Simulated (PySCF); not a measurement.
**C₂H₇NSi: NMR shifts at several levels of theory**

How much do the NMR shifts of C₂H₇NSi (`C=N[SiH2]C`) depend on the level of theory, and what does each level cost?

Programs: PySCF 2.14.0, with density-fitted response routines of our own. Each step states its level of theory. These are calculated values for one molecule in the gas phase, unless marked as measured. Atoms are numbered from 0 throughout.

## (1) The starting structure

11 atoms, charge 0, multiplicity 1; geometry from: PBE0-D3(BJ)/def2-SVP.

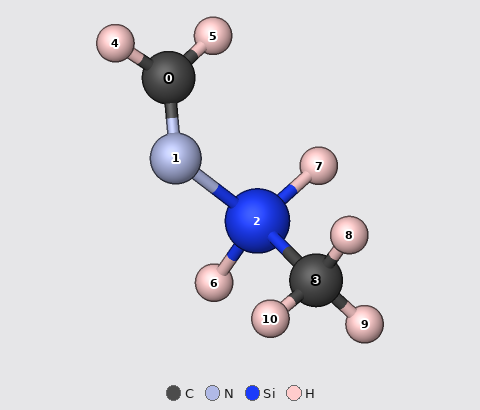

As it starts; carbon dark grey, nitrogen light blue, silicon blue, hydrogen pink, atoms numbered.

## (2) Shielding tensors: PBE0/pcSseg-2

The job: settings as JSON, then the geometry in Å.

```
{"job": {"kind": "nmr", "xc": "PBE0", "basis": "pcSseg-2", "pop": false}, "charge": 0, "multiplicity": 1}
C      2.190306     0.242155     0.309636
N      1.145681     0.527023    -0.336349
Si    -0.258594    -0.519923    -0.506808
C     -1.754797     0.383571     0.158143
H      3.026834     0.964314     0.375237
H      2.357882    -0.717564     0.848203
H     -0.418099    -0.799350    -1.964990
H     -0.060095    -1.824960     0.216296
H     -1.649772     0.572382     1.237443
H     -2.670652    -0.206189    -0.001402
H     -1.870782     1.352117    -0.351193
```

Level: GIAO PBE0/pcSseg-2 NMR shielding, non-relativistic, gas phase.

Launch:

```console
OMP_NUM_THREADS=1 python probes_run.py task.json out
```

This one command runs all jobs of the session in turn.

The program printed:

```text
coarse grid: 9200 points
cycle   1  E = -424.3843255796  dE =  1.040e-01  |g| = 4.716e-01  |ddm| = 2.227e+00
cycle   2  E = -424.2970869369  dE =  8.724e-02  |g| = 7.716e-01  |ddm| = 9.169e-01
cycle   3  E = -424.4336007960  dE = -1.365e-01  |g| = 1.247e-01  |ddm| = 6.420e-01
cycle   4  E = -424.4368719084  dE = -3.271e-03  |g| = 3.128e-02  |ddm| = 7.856e-02
cycle   5  E = -424.4371044664  dE = -2.326e-04  |g| = 5.016e-03  |ddm| = 2.289e-02
cycle   6  E = -424.4371095415  dE = -5.075e-06  |g| = 1.524e-03  |ddm| = 4.492e-03
final grid: 82944 points
cycle   7  E = -424.4438209520  dE = -5.195e-05  |g| = 5.908e-03  |ddm| = 2.093e-02
cycle   8  E = -424.4438161489  dE =  4.803e-06  |g| = 7.396e-03  |ddm| = 8.179e-03
cycle   9  E = -424.4438291042  dE = -1.296e-05  |g| = 1.335e-03  |ddm| = 5.037e-03
cycle  10  E = -424.4438294625  dE = -3.583e-07  |g| = 3.880e-04  |ddm| = 9.112e-04
cycle  11  E = -424.4438294945  dE = -3.204e-08  |g| = 6.222e-05  |ddm| = 2.312e-04
cycle  12  E = -424.4438294953  dE = -7.943e-10  |g| = 1.959e-05  |ddm| = 5.882e-05
converged SCF energy = -424.4438294953

GIAO shielding tensors (ppm)
atom      isotropic    diamagn.    paramagn.     s11        s22        s33       span
  0 C        5.014     250.191    -245.177    -95.552     -8.163    118.757    214.310
  1 N     -168.706     327.784    -496.490   -570.961   -209.028    273.872    844.832
  2 Si     358.227     878.735    -520.508    306.269    357.794    410.618    104.349
  3 C      188.095     245.424     -57.329    181.120    187.406    195.759     14.639
  4 H       22.590      28.241      -5.651     21.715     22.594     23.461      1.746
  5 H       22.435      30.295      -7.860     20.453     22.077     24.777      4.324
  6 H       26.188      29.319      -3.132     24.042     24.461     30.061      6.019
  7 H       26.488      30.207      -3.719     24.063     24.940     30.461      6.398
  8 H       31.029      30.614       0.415     27.264     28.371     37.452     10.188
  9 H       31.084      29.118       1.966     27.581     27.692     37.980     10.398
 10 H       30.483      29.775       0.709     26.751     27.666     37.033     10.282
```

Wall time 21 s (1 thread of Arm Neoverse V2, shared host); peak memory 0.89 GiB.

Shifts follow as δ = σ(reference) − σ, with reference shieldings (ppm) from runs at the same level and on the same kind of geometry: 1H TMS 31.25, 13C TMS 184.1, 29Si TMS 341.3, 15N NH3 261.7. The references are single molecules in the gas phase, so shifts against H2O, NH3, PH3, H3PO4 or CFCl3 are not on the usual liquid scales and can be off by tens of ppm. Atoms listed in one row are averaged.

```tsv
atoms	environment	σ (ppm)	δ (ppm)
C0	C=N carbon	5.0	179.1
C3	methyl carbon bonded to Si	188.1	-4.0
H5	hydrogen on a C=N carbon	22.44	8.81
H4	hydrogen on a C=N carbon	22.59	8.65
H6, H7	hydrogen on a silicon bonded to C, N	26.34	4.91
H8, H9, H10	hydrogen on a methyl carbon bonded to Si	30.87	0.38
N1	imine nitrogen	-168.7	430.4
Si2	silicon bonded to C, N, 2 H	358.2	-16.9
```

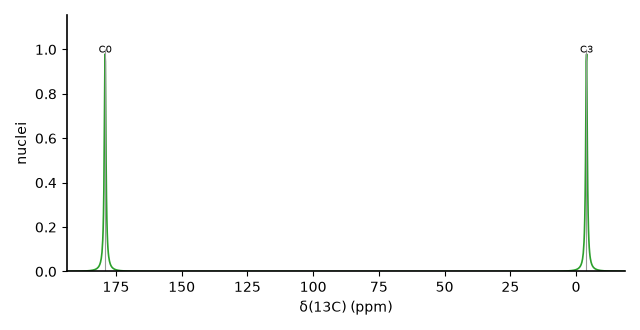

13C lines at the computed shifts, without couplings. Lines are broadened to a width of 0.73 ppm (Lorentzian).

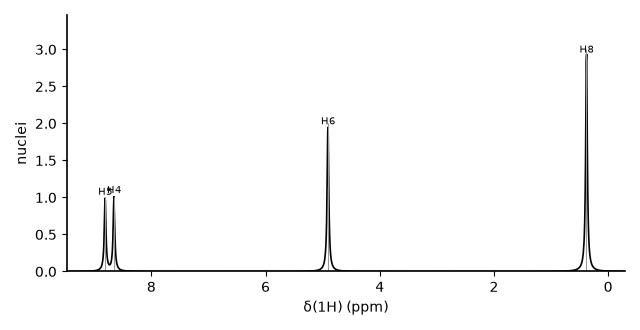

1H lines at the computed shifts, without couplings. Lines are broadened to a width of 0.03 ppm (Lorentzian).

## (3) Shielding tensors: mPW1PW91/pcSseg-2

Same as in step 2 but for these lines:

```diff
@@ -1,2 +1,2 @@
-{"job": {"kind": "nmr", "xc": "PBE0", "basis": "pcSseg-2", "pop": false}, "charge": 0, "multiplicity": 1}
+{"job": {"kind": "nmr", "xc": "mPW1PW91", "basis": "pcSseg-2", "pop": false}, "charge": 0, "multiplicity": 1}
 C      2.190306     0.242155     0.309636
```

Level: GIAO mPW1PW91/pcSseg-2 NMR shielding, non-relativistic, gas phase.

The program printed:

```text
coarse grid: 9200 points
cycle   1  E = -424.6495194730  dE =  1.040e-01  |g| = 4.799e-01  |ddm| = 2.222e+00
cycle   2  E = -424.5585300426  dE =  9.099e-02  |g| = 7.869e-01  |ddm| = 9.407e-01
cycle   3  E = -424.7005684194  dE = -1.420e-01  |g| = 1.256e-01  |ddm| = 6.658e-01
cycle   4  E = -424.7039134924  dE = -3.345e-03  |g| = 3.152e-02  |ddm| = 7.959e-02
cycle   5  E = -424.7041497568  dE = -2.363e-04  |g| = 4.990e-03  |ddm| = 2.297e-02
cycle   6  E = -424.7041549124  dE = -5.156e-06  |g| = 1.521e-03  |ddm| = 4.473e-03
final grid: 82944 points
cycle   7  E = -424.7105380524  dE = -4.718e-05  |g| = 4.585e-03  |ddm| = 1.993e-02
cycle   8  E = -424.7105353954  dE =  2.657e-06  |g| = 5.650e-03  |ddm| = 6.135e-03
cycle   9  E = -424.7105430704  dE = -7.675e-06  |g| = 9.126e-04  |ddm| = 3.652e-03
cycle  10  E = -424.7105432240  dE = -1.536e-07  |g| = 3.790e-04  |ddm| = 6.975e-04
cycle  11  E = -424.7105432547  dE = -3.074e-08  |g| = 5.086e-05  |ddm| = 2.204e-04
cycle  12  E = -424.7105432553  dE = -5.890e-10  |g| = 1.534e-05  |ddm| = 4.870e-05
converged SCF energy = -424.7105432553

GIAO shielding tensors (ppm)
atom      isotropic    diamagn.    paramagn.     s11        s22        s33       span
  0 C        4.643     250.392    -245.750    -96.607     -7.803    118.337    214.944
  1 N     -168.785     327.687    -496.472   -570.257   -209.928    273.829    844.086
  2 Si     357.347     878.864    -521.516    306.159    356.856    409.027    102.868
  3 C      187.331     245.520     -58.189    180.521    186.592    194.881     14.360
  4 H       22.665      28.227      -5.562     21.802     22.653     23.539      1.737
  5 H       22.518      30.302      -7.784     20.519     22.141     24.895      4.376
  6 H       26.273      29.397      -3.124     24.129     24.551     30.140      6.010
  7 H       26.564      30.304      -3.740     24.143     25.018     30.530      6.387
  8 H       31.074      30.610       0.463     27.334     28.437     37.450     10.117
  9 H       31.131      29.091       2.040     27.658     27.761     37.974     10.316
 10 H       30.534      29.759       0.775     26.826     27.736     37.038     10.211
```

Run time: 21 s. Hardware: 1 thread of Arm Neoverse V2, shared host; peak memory 0.89 GiB.

In short: δ C0 178.9, C3 -3.8, N1 429.3, Si2 -17.3, H5 8.77, H4 8.63 ppm.

## (4) Shielding tensors: WP04/pcSseg-2

Same as in step 3 but for these lines:

```diff
@@ -1,2 +1,2 @@
-{"job": {"kind": "nmr", "xc": "mPW1PW91", "basis": "pcSseg-2", "pop": false}, "charge": 0, "multiplicity": 1}
+{"job": {"kind": "nmr", "xc": "WP04", "basis": "pcSseg-2", "pop": false}, "charge": 0, "multiplicity": 1}
 C      2.190306     0.242155     0.309636
```

With the program's defaults for keys left out, this is: GIAO WP04/pcSseg-2 NMR shielding, non-relativistic, gas phase.

The program printed:

```text
coarse grid: 9200 points
cycle   1  E = -431.2142742784  dE =  9.565e-02  |g| = 7.664e-01  |ddm| = 2.190e+00
cycle   2  E = -430.8817564059  dE =  3.325e-01  |g| = 1.360e+00  |ddm| = 1.703e+00
cycle   3  E = -431.3285710425  dE = -4.468e-01  |g| = 2.901e-01  |ddm| = 1.393e+00
cycle   4  E = -431.3473682463  dE = -1.880e-02  |g| = 6.463e-02  |ddm| = 1.779e-01
cycle   5  E = -431.3483598057  dE = -9.916e-04  |g| = 1.040e-02  |ddm| = 4.589e-02
cycle   6  E = -431.3483811813  dE = -2.138e-05  |g| = 3.352e-03  |ddm| = 9.945e-03
cycle   7  E = -431.3483837004  dE = -2.519e-06  |g| = 9.559e-04  |ddm| = 2.968e-03
final grid: 82944 points
cycle   8  E = -431.3609988422  dE = -7.732e-05  |g| = 6.739e-03  |ddm| = 2.722e-02
cycle   9  E = -431.3609920985  dE =  6.744e-06  |g| = 8.412e-03  |ddm| = 1.030e-02
cycle  10  E = -431.3610094514  dE = -1.735e-05  |g| = 1.267e-03  |ddm| = 6.247e-03
cycle  11  E = -431.3610096478  dE = -1.963e-07  |g| = 7.979e-04  |ddm| = 1.023e-03
cycle  12  E = -431.3610097861  dE = -1.383e-07  |g| = 1.310e-04  |ddm| = 4.621e-04
cycle  13  E = -431.3610097897  dE = -3.622e-09  |g| = 2.546e-05  |ddm| = 1.148e-04
cycle  14  E = -431.3610097898  dE = -1.545e-10  |g| = 7.007e-06  |ddm| = 2.153e-05
converged SCF energy = -431.3610097898

GIAO shielding tensors (ppm)
atom      isotropic    diamagn.    paramagn.     s11        s22        s33       span
  0 C       -2.999     250.643    -253.642   -109.084     -8.334    108.420    217.504
  1 N     -166.228     326.616    -492.845   -547.609   -214.177    263.101    810.710
  2 Si     351.874     880.644    -528.770    308.686    351.002    395.935     87.249
  3 C      175.156     244.844     -69.688    169.623    174.840    181.005     11.382
  4 H       23.393      28.561      -5.168     22.575     23.238     24.367      1.793
  5 H       23.246      30.748      -7.502     21.149     22.773     25.815      4.666
  6 H       27.267      30.071      -2.804     25.153     25.566     31.082      5.929
  7 H       27.492      31.192      -3.700     25.117     25.966     31.393      6.276
  8 H       31.411      31.180       0.231     28.036     29.009     37.188      9.152
  9 H       31.440      29.354       2.086     28.327     28.367     37.626      9.300
 10 H       30.921      30.216       0.705     27.566     28.354     36.844      9.278
```

Run time: 22 s. Hardware: 1 thread of Arm Neoverse V2, shared host; peak memory 0.89 GiB.

Key values: δ C0 175.1, C3 -3.1, N1 410.9, Si2 -23.9, H5 8.37, H4 8.22 ppm.

## (5) Shielding tensors: B97-2/pcSseg-2

Same as in step 4 but for these lines:

```diff
@@ -1,2 +1,2 @@
-{"job": {"kind": "nmr", "xc": "WP04", "basis": "pcSseg-2", "pop": false}, "charge": 0, "multiplicity": 1}
+{"job": {"kind": "nmr", "xc": "B97-2", "basis": "pcSseg-2", "pop": false}, "charge": 0, "multiplicity": 1}
 C      2.190306     0.242155     0.309636
```

With the program's defaults for keys left out, this is: GIAO B97-2/pcSseg-2 NMR shielding, non-relativistic, gas phase.

The program printed:

```text
coarse grid: 9200 points
cycle   1  E = -424.6361816308  dE =  9.317e-02  |g| = 4.841e-01  |ddm| = 2.234e+00
cycle   2  E = -424.5308090736  dE =  1.054e-01  |g| = 8.220e-01  |ddm| = 9.948e-01
cycle   3  E = -424.6884823697  dE = -1.577e-01  |g| = 1.346e-01  |ddm| = 7.154e-01
cycle   4  E = -424.6924672692  dE = -3.985e-03  |g| = 3.150e-02  |ddm| = 8.586e-02
cycle   5  E = -424.6927061781  dE = -2.389e-04  |g| = 5.101e-03  |ddm| = 2.321e-02
cycle   6  E = -424.6927120770  dE = -5.899e-06  |g| = 1.573e-03  |ddm| = 4.884e-03
final grid: 82944 points
cycle   7  E = -424.6966450106  dE = -6.243e-05  |g| = 4.048e-03  |ddm| = 2.686e-02
cycle   8  E = -424.6966443496  dE =  6.610e-07  |g| = 3.482e-03  |ddm| = 3.916e-03
cycle   9  E = -424.6966469667  dE = -2.617e-06  |g| = 9.281e-04  |ddm| = 2.701e-03
cycle  10  E = -424.6966471399  dE = -1.732e-07  |g| = 3.375e-04  |ddm| = 7.018e-04
cycle  11  E = -424.6966471633  dE = -2.347e-08  |g| = 1.037e-04  |ddm| = 2.531e-04
cycle  12  E = -424.6966471656  dE = -2.316e-09  |g| = 8.767e-06  |ddm| = 5.588e-05
cycle  13  E = -424.6966471657  dE = -1.671e-11  |g| = 2.341e-06  |ddm| = 9.690e-06
converged SCF energy = -424.6966471657

GIAO shielding tensors (ppm)
atom      isotropic    diamagn.    paramagn.     s11        s22        s33       span
  0 C        8.638     250.819    -242.181    -90.626     -1.684    118.224    208.850
  1 N     -156.369     328.036    -484.405   -542.688   -198.999    272.580    815.267
  2 Si     365.680     879.086    -513.406    315.984    365.205    415.851     99.867
  3 C      187.108     245.482     -58.374    180.644    186.358    194.323     13.680
  4 H       22.781      28.238      -5.457     21.886     22.789     23.668      1.783
  5 H       22.604      30.460      -7.856     20.609     22.205     24.997      4.388
  6 H       26.412      29.564      -3.151     24.268     24.699     30.270      6.002
  7 H       26.690      30.518      -3.828     24.281     25.151     30.639      6.358
  8 H       31.146      30.746       0.399     27.460     28.541     37.436      9.976
  9 H       31.192      29.095       2.096     27.762     27.864     37.948     10.187
 10 H       30.613      29.851       0.762     26.957     27.849     37.032     10.075
```

Run time: 22 s. Hardware: 1 thread of Arm Neoverse V2, shared host; peak memory 1 GiB.

This run: δ C0 174.8, C3 -3.6, N1 416.0, Si2 -18.1, H5 8.76, H4 8.58 ppm.

## (6) Nuclear shieldings: BHandHLYP/pcSseg-2

Same as in step 5 but for these lines:

```diff
@@ -1,2 +1,2 @@
-{"job": {"kind": "nmr", "xc": "B97-2", "basis": "pcSseg-2", "pop": false}, "charge": 0, "multiplicity": 1}
+{"job": {"kind": "nmr", "xc": "BHandHLYP", "basis": "pcSseg-2", "pop": false}, "charge": 0, "multiplicity": 1}
 C      2.190306     0.242155     0.309636
```

Level: GIAO BHandHLYP/pcSseg-2 NMR shielding, non-relativistic, gas phase.

The program printed:

```text
coarse grid: 9200 points
cycle   1  E = -424.5951410596  dE =  1.356e-01  |g| = 4.303e-01  |ddm| = 2.198e+00
cycle   2  E = -424.5789609561  dE =  1.618e-02  |g| = 5.340e-01  |ddm| = 6.143e-01
cycle   3  E = -424.6405888692  dE = -6.163e-02  |g| = 6.380e-02  |ddm| = 3.768e-01
cycle   4  E = -424.6413974454  dE = -8.086e-04  |g| = 2.985e-02  |ddm| = 4.993e-02
cycle   5  E = -424.6416091864  dE = -2.117e-04  |g| = 3.703e-03  |ddm| = 2.232e-02
cycle   6  E = -424.6416134291  dE = -4.243e-06  |g| = 1.318e-03  |ddm| = 3.978e-03
final grid: 82944 points
cycle   7  E = -424.6489793432  dE = -1.920e-05  |g| = 2.392e-03  |ddm| = 1.434e-02
cycle   8  E = -424.6489798281  dE = -4.850e-07  |g| = 1.876e-03  |ddm| = 2.582e-03
cycle   9  E = -424.6489806890  dE = -8.609e-07  |g| = 1.739e-04  |ddm| = 1.147e-03
cycle  10  E = -424.6489806961  dE = -7.084e-09  |g| = 7.614e-05  |ddm| = 1.931e-04
cycle  11  E = -424.6489806974  dE = -1.320e-09  |g| = 3.517e-05  |ddm| = 5.935e-05
cycle  12  E = -424.6489806976  dE = -2.666e-10  |g| = 7.312e-06  |ddm| = 2.908e-05
converged SCF energy = -424.6489806976

GIAO shielding tensors (ppm)
atom      isotropic    diamagn.    paramagn.     s11        s22        s33       span
  0 C        7.390     248.453    -241.063   -102.211      2.370    122.013    224.224
  1 N     -174.686     327.962    -502.648   -584.134   -218.478    278.554    862.688
  2 Si     365.356     877.057    -511.701    317.562    364.702    413.804     96.242
  3 C      187.522     243.502     -55.980    180.849    186.843    194.873     14.024
  4 H       23.012      28.422      -5.410     21.971     22.847     24.218      2.248
  5 H       22.923      30.528      -7.605     20.731     22.407     25.632      4.901
  6 H       26.642      29.366      -2.724     24.408     24.901     30.618      6.210
  7 H       26.926      30.267      -3.340     24.483     25.359     30.936      6.453
  8 H       31.247      30.827       0.420     27.550     28.582     37.609     10.059
  9 H       31.292      29.437       1.856     27.853     27.888     38.136     10.284
 10 H       30.690      30.017       0.673     27.018     27.871     37.181     10.163
```

It took 22 s on 1 thread of Arm Neoverse V2, shared host; peak memory 0.89 GiB.

Key values: δ C0 176.9, C3 -3.3, N1 434.5, Si2 -19.6, H5 8.53, H4 8.44 ppm.

## (7) NMR shieldings: CAM-B3LYP/pcSseg-2

Same as in step 6 but for these lines:

```diff
@@ -1,2 +1,2 @@
-{"job": {"kind": "nmr", "xc": "BHandHLYP", "basis": "pcSseg-2", "pop": false}, "charge": 0, "multiplicity": 1}
+{"job": {"kind": "nmr", "xc": "CAM-B3LYP", "basis": "pcSseg-2", "pop": false}, "charge": 0, "multiplicity": 1}
 C      2.190306     0.242155     0.309636
```

Method: GIAO CAM-B3LYP/pcSseg-2 NMR shielding, non-relativistic, gas phase.

The program printed:

```text
coarse grid: 9200 points
cycle   1  E = -424.6084888600  dE =  1.278e-01  |g| = 4.707e-01  |ddm| = 2.204e+00
cycle   2  E = -424.5723542630  dE =  3.613e-02  |g| = 6.448e-01  |ddm| = 7.008e-01
cycle   3  E = -424.6598405688  dE = -8.749e-02  |g| = 6.832e-02  |ddm| = 4.309e-01
cycle   4  E = -424.6607329575  dE = -8.924e-04  |g| = 3.032e-02  |ddm| = 5.206e-02
cycle   5  E = -424.6609439484  dE = -2.110e-04  |g| = 4.143e-03  |ddm| = 2.356e-02
cycle   6  E = -424.6609485066  dE = -4.558e-06  |g| = 1.340e-03  |ddm| = 4.718e-03
final grid: 82944 points
cycle   7  E = -424.6715074744  dE = -3.197e-05  |g| = 3.219e-03  |ddm| = 1.570e-02
cycle   8  E = -424.6715079482  dE = -4.738e-07  |g| = 2.782e-03  |ddm| = 3.417e-03
cycle   9  E = -424.6715097532  dE = -1.805e-06  |g| = 3.754e-04  |ddm| = 1.674e-03
cycle  10  E = -424.6715097705  dE = -1.731e-08  |g| = 2.348e-04  |ddm| = 3.417e-04
cycle  11  E = -424.6715097815  dE = -1.096e-08  |g| = 5.510e-05  |ddm| = 1.309e-04
cycle  12  E = -424.6715097821  dE = -6.289e-10  |g| = 6.840e-06  |ddm| = 4.506e-05
converged SCF energy = -424.6715097821

GIAO shielding tensors (ppm)
atom      isotropic    diamagn.    paramagn.     s11        s22        s33       span
  0 C        2.072     247.852    -245.780   -101.878    -10.613    118.707    220.585
  1 N     -179.179     327.213    -506.392   -592.900   -219.491    274.853    867.754
  2 Si     348.440     877.540    -529.101    295.792    347.659    401.868    106.077
  3 C      186.379     243.120     -56.742    179.099    185.951    194.087     14.988
  4 H       22.790      28.548      -5.758     21.801     22.809     23.759      1.958
  5 H       22.645      30.254      -7.610     20.730     22.286     24.918      4.188
  6 H       26.380      29.146      -2.766     24.241     24.666     30.231      5.990
  7 H       26.703      29.906      -3.203     24.312     25.166     30.630      6.318
  8 H       31.134      30.644       0.490     27.472     28.511     37.419      9.946
  9 H       31.180      29.459       1.721     27.779     27.816     37.945     10.166
 10 H       30.558      29.900       0.657     26.926     27.786     36.960     10.034
```

Wall time 30 s (1 thread of Arm Neoverse V2, shared host); peak memory 1.1 GiB.

Key values: δ C0 180.5, C3 -3.8, N1 441.0, Si2 -19.5, H5 8.69, H4 8.55 ppm.

## (8) Shielding tensors: wB97X-D/pcSseg-2

Same as in step 7 but for these lines:

```diff
@@ -1,2 +1,2 @@
-{"job": {"kind": "nmr", "xc": "CAM-B3LYP", "basis": "pcSseg-2", "pop": false}, "charge": 0, "multiplicity": 1}
+{"job": {"kind": "nmr", "xc": "wB97X-D", "basis": "pcSseg-2", "pop": false}, "charge": 0, "multiplicity": 1}
 C      2.190306     0.242155     0.309636
```

Level: GIAO wB97X-D/pcSseg-2 NMR shielding, non-relativistic, gas phase.

The program printed:

```text
coarse grid: 9200 points
cycle   1  E = -424.6216500424  dE =  1.331e-01  |g| = 4.600e-01  |ddm| = 2.213e+00
cycle   2  E = -424.6043462323  dE =  1.730e-02  |g| = 5.746e-01  |ddm| = 6.063e-01
cycle   3  E = -424.6728565492  dE = -6.851e-02  |g| = 5.034e-02  |ddm| = 3.498e-01
cycle   4  E = -424.6734270868  dE = -5.705e-04  |g| = 2.668e-02  |ddm| = 4.877e-02
cycle   5  E = -424.6735943939  dE = -1.673e-04  |g| = 3.513e-03  |ddm| = 2.257e-02
cycle   6  E = -424.6735995926  dE = -5.199e-06  |g| = 1.369e-03  |ddm| = 6.620e-03
final grid: 82944 points
cycle   7  E = -424.6853658812  dE = -1.488e-04  |g| = 7.010e-03  |ddm| = 3.672e-02
cycle   8  E = -424.6853650472  dE =  8.339e-07  |g| = 7.582e-03  |ddm| = 8.807e-03
cycle   9  E = -424.6853765690  dE = -1.152e-05  |g| = 1.100e-03  |ddm| = 4.128e-03
cycle  10  E = -424.6853767930  dE = -2.240e-07  |g| = 4.268e-04  |ddm| = 8.549e-04
cycle  11  E = -424.6853768379  dE = -4.498e-08  |g| = 4.547e-05  |ddm| = 3.227e-04
cycle  12  E = -424.6853768388  dE = -8.843e-10  |g| = 1.813e-05  |ddm| = 8.733e-05
converged SCF energy = -424.6853768388

GIAO shielding tensors (ppm)
atom      isotropic    diamagn.    paramagn.     s11        s22        s33       span
  0 C        4.303     250.104    -245.801    -98.777     -8.588    120.276    219.053
  1 N     -170.250     327.625    -497.875   -575.807   -211.553    276.609    852.416
  2 Si     358.821     878.367    -519.546    307.542    357.905    411.015    103.473
  3 C      188.286     245.488     -57.202    181.598    187.208    196.053     14.455
  4 H       22.777      28.243      -5.466     21.933     22.708     23.689      1.756
  5 H       22.650      30.435      -7.785     20.628     22.279     25.042      4.414
  6 H       26.373      29.355      -2.982     24.228     24.638     30.254      6.026
  7 H       26.664      30.288      -3.623     24.243     25.113     30.637      6.394
  8 H       31.150      30.749       0.400     27.408     28.494     37.547     10.139
  9 H       31.207      29.223       1.983     27.731     27.804     38.086     10.355
 10 H       30.599      29.894       0.705     26.888     27.780     37.129     10.241
```

Run time: 28 s. Hardware: 1 thread of Arm Neoverse V2, shared host; peak memory 0.97 GiB.

Key values: δ C0 180.1, C3 -3.9, N1 430.3, Si2 -18.1, H5 8.71, H4 8.58 ppm.

(Part 1 of 2 ends here.)
